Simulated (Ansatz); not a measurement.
# One shape, several levels: doublet SiHCl2F−

We compute a comparison of 6 runs (U-wB97X/def2-SVPD, UBHLYP/def2-SVPD, UPBE/def2-SVPD, RPA@PBE0/def2-SVPD, UMP2/def2-SVPD, UCCSD/def2-SVPD) of doublet SiHCl2F−. 

The results are computed with Ansatz 0.2.0.

62 further runs of the same task are left out: 62 set aside as unsound or not needed.

**1. The structure to begin with**

SiHCl2F−: 5 atoms, total charge -1, spin state doublet. As SMILES of the parent species, `F[SiH](Cl)Cl`. Geometry: relaxed at PBE0-D4/def2-TZVP. That shape belongs to the parent species and isn't relaxed for this state.

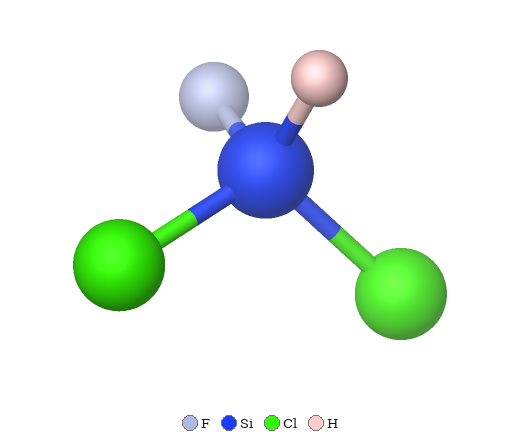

The structure, seen from a chosen angle (fluorine light blue, silicon blue, chlorine green, hydrogen pink).

**2. A single-point energy at U-wB97X/def2-SVPD (run 1)**

Input file input.yaml:

```yaml
crystal:
  periodic: [false, false, false]
  atoms:
    - {symbol: F, position_ang: [0.035500, -0.682700, 1.466900]}
    - {symbol: Si, position_ang: [0.115700, -0.048400, 0.020800]}
    - {symbol: Cl, position_ang: [-0.511900, 1.872300, 0.131500]}
    - {symbol: Cl, position_ang: [-1.092800, -1.108700, -1.208300]}
    - {symbol: H, position_ang: [1.503300, -0.106100, -0.452400]}
basis:
  gaussian: {orbitals: def2-SVPD}
total_charge: -1
magnetization: {spin_polarized: true, initial_magnetization: 1}
hamiltonian: {xc: {name: wB97X}}
accuracy: high
output: {orbitals: {seedname: orbitals}}
```

Run with:

```
$ ansatz run input.yaml --threads 1 --pin off --max-ram 3480MiB --events-out events.jsonl --progress --plain --runs-dir runs
```

Standard output:

```text
Warning: RAYON_NUM_THREADS=1 ignored (pool sized by the plan → 1); use --threads N
Functional definition: wB97X
  name "wB97X"
  parameter omega = 0.3/bohr
  parameter cx = 0.157706
  parameter cx1 = 0.726479
  parameter cx2 = 1.04760
  parameter cx3 = -5.70635
  parameter cx4 = 13.2794
  parameter css1 = -4.33879
  parameter css2 = 18.2308
  parameter css3 = -31.7430
  parameter css4 = 17.2901
  parameter cos1 = 2.37031
  parameter cos2 = -11.3995
  parameter cos3 = 6.58405
  parameter cos4 = -3.78132
  exchange = spin_sum(e_x_unif_sr(omega)*poly(b97_u_x, 1 - cx, cx1, cx2, cx3, cx4)) + cx*exact_x_sr(omega)
      + exact_x_lr(omega)
  correlation = spin_sum(e_c_pw_same_spin*poly(b97_u_same, 1, css1, css2, css3, css4))
      + integral(e_c_pw_opposite_spin*poly(b97_u_opposite, 1, cos1, cos2, cos3, cos4))
2048 factors; integrals over basis functions are off by at most 3.2e-9 eV
499 factors; integrals over basis functions are off by at most 1.7e-9 eV
mean field evaluation 1: about -35643.7494 eV, gradient 1.8e1 eV
mean field evaluation 2: about -35644.6538 eV, gradient 1.4e1 eV
mean field evaluation 4: about -35645.7132 eV, gradient 6.2e-1 eV
mean field evaluation 8: about -35645.8628 eV, gradient 1.6e-1 eV
mean field evaluation 16: about -35645.8717 eV, gradient 4.4e-2 eV
mean field evaluation 32: about -35645.8740 eV, gradient 2.6e-3 eV
mean field evaluation 64: about -35645.8740 eV, gradient 1.3e-6 eV
mean field evaluation 96: about -35645.4312 eV, gradient 3.6e0 eV
mean field -35645.87397642 eV, -1309.9617069924 hartree, gradient 1.0e-7 eV, S^2 0.753217; 6 other end points of the search recorded, 0 dependent functions left out
reference -35645.87397612 eV, -1309.9617069812 hartree; 30, 29 occupied and 79, 80 virtual orbitals, 2048 factors
Total energy: -35645.87397612 eV, -1309.9617069812 hartree
```

Run time: 86 s. Hardware: 1 thread of AMD EPYC 9R45 (Zen 5), shared host; peak memory 1.1 GiB.

**3. A single-point energy at UBHLYP/def2-SVPD (run 2)**

Input file job.yaml:

```yaml
crystal:
  periodic: [false, false, false]
  atoms:
    - {symbol: F, position_ang: [0.035500, -0.682700, 1.466900]}
    - {symbol: Si, position_ang: [0.115700, -0.048400, 0.020800]}
    - {symbol: Cl, position_ang: [-0.511900, 1.872300, 0.131500]}
    - {symbol: Cl, position_ang: [-1.092800, -1.108700, -1.208300]}
    - {symbol: H, position_ang: [1.503300, -0.106100, -0.452400]}
basis:
  gaussian:
    orbitals: def2-SVPD
magnetization:
  spin_polarized: true
  initial_magnetization: 1
output:
  orbitals: {seedname: orbitals}
accuracy: high
hamiltonian:
  xc: {name: BHLYP}
total_charge: -1
```

Run with:

```
$ ansatz run job.yaml --threads 1 --pin off --max-ram 3480MiB --events-out events.jsonl --progress --plain --runs-dir runs
```

Standard output:

```text
Warning: RAYON_NUM_THREADS=1 ignored (pool sized by the plan → 1); use --threads N
Functional definition: BHLYP
  name "BHLYP"
  parameter a = 0.5
  exchange = (1 - a)*b88_x + a*exact_x
  correlation = lyp_c
2048 factors; integrals over basis functions are off by at most 3.2e-9 eV
mean field evaluation 1: about -35644.1517 eV, gradient 1.7e1 eV
mean field evaluation 2: about -35644.2830 eV, gradient 1.7e1 eV
mean field evaluation 4: about -35645.9106 eV, gradient 5.0e-1 eV
mean field evaluation 8: about -35645.9786 eV, gradient 9.9e-2 eV
mean field evaluation 16: about -35645.9825 eV, gradient 2.5e-2 eV
mean field evaluation 32: about -35645.9828 eV, gradient 1.6e-5 eV
mean field evaluation 64: about -35645.5065 eV, gradient 3.6e0 eV
mean field -35645.98284903 eV, -1309.9657079870 hartree, gradient 6.0e-8 eV, S^2 0.750586; 6 other end points of the search recorded, 0 dependent functions left out
reference -35645.98286897 eV, -1309.9657087195 hartree; 30, 29 occupied and 79, 80 virtual orbitals, 2048 factors
Total energy: -35645.98286897 eV, -1309.9657087195 hartree
```

Run time: 16 s. Hardware: 1 thread of AMD EPYC 9R45 (Zen 5), shared host; peak memory 0.6 GiB.

Run 3 isn't shown in full; the table further down has it.

**4. The energy at RPA@PBE0/def2-SVPD (run 4)**

Input file run.yaml:

```yaml
crystal:
  periodic: [false, false, false]
  atoms:
    - {symbol: F, position_ang: [0.035500, -0.682700, 1.466900]}
    - {symbol: Si, position_ang: [0.115700, -0.048400, 0.020800]}
    - {symbol: Cl, position_ang: [-0.511900, 1.872300, 0.131500]}
    - {symbol: Cl, position_ang: [-1.092800, -1.108700, -1.208300]}
    - {symbol: H, position_ang: [1.503300, -0.106100, -0.452400]}
basis:
  gaussian:
    orbitals: def2-SVPD
total_charge: -1
correlation:
  method: rpa
  frozen_orbitals: {Cl: 5, F: 1, H: 0, Si: 5}
hamiltonian:
  xc: pbe0
accuracy: high
magnetization:
  spin_polarized: true
  initial_magnetization: 1
```

Run with:

```
$ ansatz run run.yaml --threads 1 --pin off --max-ram 3480MiB --events-out events.jsonl --progress --plain --runs-dir runs
```

Standard output, shortened:

```text
Warning: RAYON_NUM_THREADS=1 ignored (pool sized by the plan → 1); use --threads N
Functional definition: PBE0
  name "PBE0"
[...]
2048 factors; integrals over basis functions are off by at most 3.2e-9 eV
[...]
mean field -35633.01565918 eV, -1309.4891725493 hartree, gradient 5.0e-8 eV, S^2 0.750945; 11 other end points of the search recorded, 0 dependent functions left out
16 core orbitals not correlated: weight in the atoms' cores, before any rotation towards them, 1.000 or more for the frozen orbitals, at most 0.000 for the correlated occupied ones
reference -35580.74677742 eV, -1307.5683265737 hartree; 14, 13 occupied and 79, 80 virtual orbitals, 2048 factors
Total energy: -35604.06548603 eV, -1308.4252733094 hartree
```

It took 36 s on 1 thread of AMD EPYC 9R45 (Zen 5), shared host; peak memory 0.68 GiB.

Run 5 isn't shown in full; the table further down has it.

**5. A single-point energy at UCCSD/def2-SVPD (run 6)**

Input file molecule.yaml:

```yaml
crystal:
  periodic: [false, false, false]
  atoms:
    - {symbol: F, position_ang: [0.035500, -0.682700, 1.466900]}
    - {symbol: Si, position_ang: [0.115700, -0.048400, 0.020800]}
    - {symbol: Cl, position_ang: [-0.511900, 1.872300, 0.131500]}
    - {symbol: Cl, position_ang: [-1.092800, -1.108700, -1.208300]}
    - {symbol: H, position_ang: [1.503300, -0.106100, -0.452400]}
basis:
  gaussian:
    orbitals: def2-SVPD
total_charge: -1
magnetization:
  spin_polarized: true
  initial_magnetization: 1
correlation:
  method: ccsd
  frozen_orbitals: {Cl: 5, F: 1, H: 0, Si: 5}
accuracy: high
scf:
  omitted_lower_state_checks: [cluster_reference, increment]
```

Run with:

```
$ ansatz run molecule.yaml --threads 1 --pin off --max-ram 3480MiB --events-out events.jsonl --progress --plain --runs-dir runs
```

Standard output:

```text
Warning: RAYON_NUM_THREADS=1 ignored (pool sized by the plan → 1); use --threads N
[... 17 lines left out ...]
16 core orbitals not correlated: weight in the atoms' cores, before any rotation towards them, 1.000 or more for the frozen orbitals, at most 0.000 for the correlated occupied ones
[... 37 lines left out ...]
Total energy: -35598.66893163 eV, -1308.2269535929 hartree
Checks for a lower state left out: cluster_reference, increment
```

It took 53 s on 1 thread of AMD EPYC 9R45 (Zen 5), shared host; peak memory 1.6 GiB.

**6. All runs side by side**

```csv
run,level,frozen core orbitals,energy (Eh),⟨S²⟩,wall time
1,U-wB97X/def2-SVPD,–,-1309.961707,0.753,86 s
2,UBHLYP/def2-SVPD,–,-1309.965709,0.751,16 s
3,UPBE/def2-SVPD,–,-1309.391943,0.751,8.1 s
4,RPA@PBE0/def2-SVPD,16,-1308.425273,0.751,36 s
5,UMP2/def2-SVPD,16,-1308.194079,0.751,11 s
6,UCCSD/def2-SVPD,16,-1308.226954,0.751,53 s
```

**7. What came out**

```
                                           quantity           value
                                run 6: total energy  -1308.22695 Eh
run 6: correlation energy (16 core orbitals frozen)      -629.6 mEh
           run 6: ⟨S²⟩ of the reference determinant           0.751
                               run 6: T1 diagnostic           0.028
```

In words: Totals of different functionals can't be ranked against each other. In runs 1, 2, 3 the HOMO lies above zero, so the outermost electron may be held by the basis alone. All runs together took 3.5 min, the longest 86 s.
